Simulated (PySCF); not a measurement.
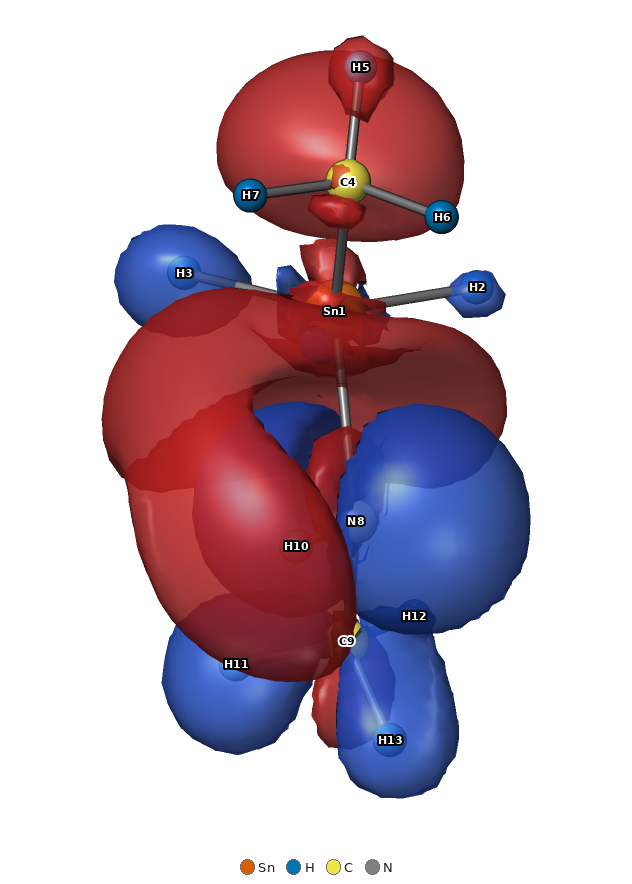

Figure. SnH2Me(NHMe) (C2H9NSn). Unrelaxed difference density of S₁ less the ground state (TDA singlet states), ±0.01 e/Å³; red: gain, blue: loss.

Computed with PySCF, B3LYP/def2-TZVP, geometry: GFN2-xTB. Core potentials replace the inner electrons of Sn; spin–orbit coupling isn't included. No frequency check shows the geometry to be a minimum. GFN2-xTB bond lengths at metals and heavier atoms can be off by up to 0.1 Å and shapes distorted, which carries into these values. Without diffuse functions Rydberg states are missing, so the states' numbers hold for this basis only.

Q: How does the charge move on excitation?

A: 0.77 e is displaced in all, of which about 0.5 e passes between atoms: N8 (0.46 e) loses electrons and Sn1 (0.30 e) and H10 (0.08 e) gain them. The state: 5.08 eV (244 nm), f = 0.037; the leading pair carries 99 %; hole on N8 (61 %), C9 (9 %) and Sn1 (9 %), electron on Sn1 (39 %), N8 (15 %) and H10 (13 %); their centroids lie 1.2 Å apart.
